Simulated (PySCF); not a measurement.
# C5H7BS: runs on many settings

Which settings matter for C5H7BS (`Bc1sccc1C`), and how do bad ones show?

The runs use PySCF 2.14.0, with density-fitted response routines of our own; the level of theory stands in each step. All values are computed, except where a source is named. Atoms are numbered from 0 throughout.

## 1. The starting structure

14 atoms, charge 0, multiplicity 1; geometry from: GFN2-xTB.

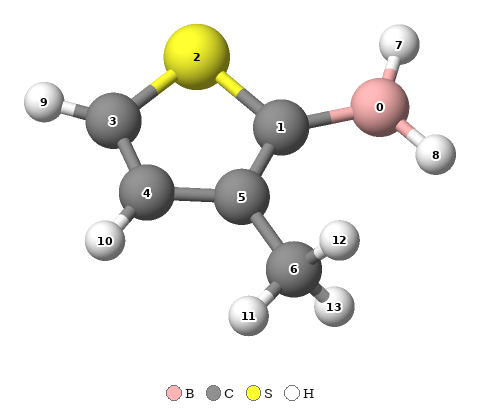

The starting geometry (boron pink, carbon grey, sulfur yellow, hydrogen white), atoms numbered.

## 2. Shielding tensors: B3LYP/ANO-RCC-VDZP

What the job is given:

```
{"job": {"kind": "nmr", "xc": "B3LYP", "basis": "ANO-RCC-VDZP", "pop": true, "scf": {"level_shift": 2.0, "max_cycle": 70}}, "charge": 0, "multiplicity": 1}
B     -1.709806     1.292727    -0.742483
C     -0.372013     0.895133    -0.146518
S      0.757061     2.121270     0.398008
C      1.895378     0.946471     0.883133
C      1.455949    -0.322935     0.650376
C      0.174363    -0.361780     0.067941
C     -0.518838    -1.637718    -0.280499
H     -1.986471     2.425178    -0.836964
H     -2.457763     0.469885    -1.104563
H      2.828713     1.252335     1.314160
H      2.031239    -1.201166     0.888109
H      0.104130    -2.490871    -0.023234
H     -0.740008    -1.672143    -1.345827
H     -1.462613    -1.716858     0.256195
```

With the program's defaults for keys left out, this is: GIAO B3LYP/ANO-RCC-VDZP NMR shielding, non-relativistic, gas phase.

Launch:

```sh
> OMP_NUM_THREADS=1 python probes_run.py task.json out
```

The driver reads the jobs from task.json and runs them one after another.

Output:

```text
final grid: 116600 points
cycle   1  E = -617.2740343087  dE =  1.274e+00  |g| = 9.520e-01  |ddm| = 5.213e+00
cycle   2  E = -617.4858132198  dE = -2.118e-01  |g| = 4.616e-01  |ddm| = 5.723e-01
cycle   3  E = -617.5356973142  dE = -4.988e-02  |g| = 3.216e-01  |ddm| = 2.410e-01
cycle   4  E = -617.5620233953  dE = -2.633e-02  |g| = 2.245e-01  |ddm| = 1.717e-01
cycle   5  E = -617.5752334351  dE = -1.321e-02  |g| = 1.671e-01  |ddm| = 1.321e-01
cycle   6  E = -617.5825901118  dE = -7.357e-03  |g| = 1.279e-01  |ddm| = 1.063e-01
cycle   7  E = -617.5869683221  dE = -4.378e-03  |g| = 9.943e-02  |ddm| = 8.821e-02
cycle   8  E = -617.5896530701  dE = -2.685e-03  |g| = 7.868e-02  |ddm| = 7.261e-02
cycle   9  E = -617.5913178126  dE = -1.665e-03  |g| = 6.386e-02  |ddm| = 5.948e-02
cycle  10  E = -617.5923914141  dE = -1.074e-03  |g| = 5.259e-02  |ddm| = 4.825e-02
[... 50 cycles left out ...]
cycle  61  E = -617.5949185114  dE = -1.444e-08  |g| = 2.801e-04  |ddm| = 1.156e-04
cycle  62  E = -617.5949185233  dE = -1.193e-08  |g| = 2.574e-04  |ddm| = 1.059e-04
cycle  63  E = -617.5949185333  dE = -9.942e-09  |g| = 2.370e-04  |ddm| = 9.666e-05
cycle  64  E = -617.5949185416  dE = -8.355e-09  |g| = 2.181e-04  |ddm| = 8.839e-05
cycle  65  E = -617.5949185486  dE = -6.997e-09  |g| = 2.009e-04  |ddm| = 8.116e-05
cycle  66  E = -617.5949185546  dE = -5.948e-09  |g| = 1.844e-04  |ddm| = 7.457e-05
cycle  67  E = -617.5949185595  dE = -4.963e-09  |g| = 1.698e-04  |ddm| = 6.820e-05
cycle  68  E = -617.5949185637  dE = -4.167e-09  |g| = 1.563e-04  |ddm| = 6.233e-05
cycle  69  E = -617.5949185672  dE = -3.500e-09  |g| = 1.440e-04  |ddm| = 5.700e-05
cycle  70  E = -617.5949185701  dE = -2.945e-09  |g| = 1.325e-04  |ddm| = 5.203e-05
SCF not converged, last energy = -617.5949185701
```

Run time: 61 s. Hardware: 1 thread of Intel Xeon Platinum 8488C, shared host; peak memory 0.61 GiB.

Why it failed: The energy still falls at cycle 70 (gradient 1.3e-04): so large a level shift slows each step until the cap is reached. Cure: lower it to 0.1 to 0.3, or drop it. Numbers printed on the way are no properties of the molecule.

## 3. J couplings: WP04/IGLO-II in acetone

Settings changed since step 2:

```diff
@@ -1,2 +1,2 @@
-{"job": {"kind": "nmr", "xc": "B3LYP", "basis": "ANO-RCC-VDZP", "pop": true, "scf": {"level_shift": 2.0, "max_cycle": 70}}, "charge": 0, "multiplicity": 1}
+{"job": {"kind": "j", "xc": "WP04", "basis": "IGLO-II", "solvent": "acetone", "scf": {"conv": 1e-08}}, "charge": 0, "multiplicity": 1}
 B     -1.709806     1.292727    -0.742483
```

Method: WP04/IGLO-II indirect spin-spin coupling, non-relativistic, IEF-PCM acetone.

Output:

```text
final grid: 116600 points
cycle   1  E = -627.2519127701  dE =  8.338e-01  |g| = 5.786e-01  |ddm| = 3.371e+00
cycle   2  E = -627.1935002048  dE =  5.841e-02  |g| = 7.208e-01  |ddm| = 1.026e+00
cycle   3  E = -627.3324292465  dE = -1.389e-01  |g| = 1.808e-01  |ddm| = 6.682e-01
cycle   4  E = -627.3403970808  dE = -7.968e-03  |g| = 4.515e-02  |ddm| = 1.788e-01
cycle   5  E = -627.3407986635  dE = -4.016e-04  |g| = 1.975e-02  |ddm| = 4.016e-02
cycle   6  E = -627.3408843392  dE = -8.568e-05  |g| = 6.031e-03  |ddm| = 1.663e-02
cycle   7  E = -627.3408927068  dE = -8.368e-06  |g| = 1.797e-03  |ddm| = 4.870e-03
cycle   8  E = -627.3408934108  dE = -7.039e-07  |g| = 6.624e-04  |ddm| = 1.577e-03
cycle   9  E = -627.3408935231  dE = -1.123e-07  |g| = 1.525e-04  |ddm| = 5.855e-04
cycle  10  E = -627.3408935292  dE = -6.142e-09  |g| = 4.760e-05  |ddm| = 1.623e-04
converged SCF energy = -627.3408935292

Indirect spin-spin couplings (Hz)
  i      j    bonds     total        FC       PSO       DSO        SD
  0 B    1 C    1     78.456    81.203    -3.099     0.265     0.087
  0 B    2 S    2      7.085     6.701     0.329    -0.006     0.061
  0 B    3 C    3      4.341     3.351     0.380    -0.114     0.724
  0 B    4 C    3      3.374     3.262     0.278    -0.100    -0.066
  0 B    5 C    2      4.908     3.493     0.659    -0.017     0.773
  0 B    6 C    3      2.102     2.116    -0.021     0.006     0.001
  0 B    7 H    1    134.589   134.924    -1.487     0.523     0.630
  0 B    8 H    1    138.711   139.067    -1.518     0.525     0.638
  0 B    9 H    4      0.740     0.787     0.466    -0.514     0.002
  0 B   10 H    4      0.392     0.427     0.441    -0.461    -0.016
  0 B   11 H    4      0.398     0.460     0.360    -0.400    -0.022
  1 C    2 S    1    -23.711   -18.410    -5.351     0.050         -
  1 C    3 C    2      1.815     3.100    -1.307     0.023         -
  1 C    4 C    2      3.052     3.245    -0.219     0.026         -
  1 C    5 C    1     58.590    66.052    -7.773     0.312         -
  1 C    6 C    2      5.831     6.038    -0.213     0.006         -
  1 C    7 H    2      0.394     0.947    -0.583     0.031         -
  1 C    8 H    2      6.270     6.811    -0.572     0.031         -
  1 C    9 H    3      3.093     3.375     0.253    -0.534         -
  1 C   10 H    3      7.373     7.487     0.373    -0.487         -
  1 C   11 H    3      9.391     9.422     0.358    -0.388         -
  1 C   12 H    3      2.211     2.360    -0.205     0.056         -
  1 C   13 H    3      2.196     2.345    -0.204     0.055         -
  2 S    3 C    1    -24.811   -16.979    -7.875     0.043         -
  2 S    4 C    2     -0.877    -0.324    -0.548    -0.006         -
  2 S    5 C    2     -0.692    -0.038    -0.655     0.001         -
  2 S    6 C    3      0.007     0.193    -0.165    -0.022         -
  2 S    7 H    3      2.790     2.715     0.053     0.022         -
  2 S    8 H    3      6.089     6.105     0.069    -0.084         -
  2 S    9 H    2      9.165    10.501    -1.248    -0.089         -
  2 S   10 H    3      1.673     1.733     0.091    -0.151         -
  2 S   12 H    4      0.251     0.253     0.071    -0.073         -
  2 S   13 H    4      0.254     0.256     0.071    -0.073         -
  3 C    4 C    1     68.110    75.687    -7.834     0.257         -
  3 C    5 C    2      3.319     3.432    -0.143     0.030         -
  3 C    6 C    3      5.090     5.113     0.050    -0.073         -
  3 C    7 H    4     -0.582    -0.545     0.291    -0.328         -
  3 C    9 H    1    198.757   198.358    -0.555     0.954         -
  3 C   10 H    2      6.804     8.058    -0.906    -0.348         -
  3 C   11 H    4     -0.301    -0.312     0.240    -0.229         -
  3 C   12 H    4     -1.446    -1.372     0.214    -0.289         -
  3 C   13 H    4     -1.457    -1.383     0.214    -0.288         -
  4 C    5 C    1     61.410    67.423    -6.301     0.289         -
  4 C    6 C    2      5.138     5.386    -0.244    -0.004         -
  4 C    7 H    4      0.598     0.663     0.234    -0.299         -
  4 C    9 H    2      3.419     4.549    -0.704    -0.426         -
  4 C   10 H    1    181.900   180.927     0.008     0.965         -
  4 C   11 H    3      5.114     5.288    -0.358     0.184         -
  4 C   12 H    3      4.109     4.182     0.201    -0.274         -
  4 C   13 H    3      4.082     4.155     0.199    -0.273         -
  5 C    6 C    1     46.847    47.885    -1.280     0.241         -
  5 C    7 H    3      5.384     5.312     0.358    -0.286         -
  5 C    8 H    3      1.515     1.548    -0.094     0.061         -
  5 C    9 H    3      9.596     9.820     0.274    -0.498         -
  5 C   10 H    2      3.634     4.678    -0.787    -0.257         -
  5 C   11 H    2     -5.973    -5.708    -0.233    -0.031         -
  5 C   12 H    2     -8.241    -8.211    -0.022    -0.008         -
  5 C   13 H    2     -8.258    -8.229    -0.021    -0.007         -
  6 C    7 H    4      0.421     0.438     0.202    -0.219         -
  6 C    8 H    4      0.779     0.730    -0.128     0.177         -
  6 C   10 H    3      2.445     2.493    -0.039    -0.009         -
  6 C   11 H    1    137.403   135.848     0.883     0.671         -
  6 C   12 H    1    136.349   134.765     0.904     0.680         -
  6 C   13 H    1    136.323   134.737     0.905     0.680         -
  7 H    8 H    2      1.061     1.276     1.792    -2.007         -
  7 H    9 H    5      0.372     0.592     1.049    -1.269         -
  7 H   10 H    5      0.460     0.624     1.123    -1.287         -
  7 H   12 H    5     -0.468    -0.387     0.557    -0.637         -
  7 H   13 H    5     -0.470    -0.390     0.558    -0.638         -
  8 H    9 H    5      1.295     1.472     1.109    -1.286         -
  8 H   11 H    5      0.190     0.229     0.973    -1.011         -
  8 H   12 H    5     -0.235    -0.337    -1.132     1.235         -
  8 H   13 H    5     -0.238    -0.339    -1.122     1.224         -
  9 H   10 H    3      5.259     5.501     0.569    -0.811         -
  9 H   12 H    5      0.775     0.923     1.148    -1.296         -
  9 H   13 H    5      0.777     0.924     1.147    -1.295         -
 10 H   12 H    4     -1.010    -0.910     0.974    -1.074         -
 10 H   13 H    4     -1.013    -0.913     0.969    -1.068         -
 11 H   12 H    2    -15.965   -15.905     2.566    -2.626         -
 11 H   13 H    2    -15.987   -15.928     2.566    -2.626         -
 12 H   13 H    2    -21.344   -21.317     2.462    -2.489         -
```

Run time: 32 s. Hardware: 1 thread of Intel Xeon Platinum 8488C, shared host; peak memory 0.92 GiB.

Beyond four bonds or across contacts, the largest of 1 Hz or more: H8–H9 1.3 Hz.

Couplings of 1 Hz or more over one to four bonds, nine at most for each number, with means over like pairs (isotopes 11B, 13C, 1H, 33S):

```
   pair  bonds  J (Hz)  Fermi contact (Hz)  dihedral (°)
  C3–H9      1   198.8               198.4             –
 C4–H10      1   181.9               180.9             –
 C6–H11      1   136.7               135.1             –
  B0–H7      1   136.7               137.0             –
  B0–C1      1    78.5                81.2             –
  C3–C4      1    68.1                75.7             –
  C4–C5      1    61.4                67.4             –
  C1–C5      1    58.6                66.1             –
  C5–C6      1    46.8                47.9             –
H11–H12      2   -17.8               -17.7             –
  S2–H9      2     9.2                10.5             –
 C5–H11      2    -7.5                -7.4             –
  B0–S2      2     7.1                 6.7             –
 C3–H10      2     6.8                 8.1             –
  C1–C6      2     5.8                 6.0             –
  C4–C6      2     5.1                 5.4             –
  B0–C5      2     4.9                 3.5             –
 C5–H10      2     3.6                 4.7             –
  C5–H9      3     9.6                 9.8          -180
 C1–H10      3     7.4                 7.5           180
 H9–H10      3     5.3                 5.5             0
  C3–C6      3     5.1                 5.1           180
 C1–H11      3     4.6                 4.7             –
  S2–H7      3     4.4                 4.4             –
 C4–H11      3     4.4                 4.5             –
  B0–C3      3     4.3                 3.4           180
  C5–H7      3     3.4                 3.4             –
 C3–H11      4    -1.1                -1.0             –
```

Means hide unlike values in this fixed geometry: C1–H11 from 2.2 to 9.4 Hz. They hold only if the pairs exchange fast.

The spin-dipole term was solved for some atoms only; pairs without it lack that part.

The response was solved for the nuclei of B, C, H alone, so couplings that need other nuclei can be missing.

Quadrupole couplings from the field gradients of the same density:

```
atom  isotope  eQq/h (MHz)     η
  S2      33S        -29.4  0.60
  B0      11B        5.584  0.06
```

[end of part 1 of 2]
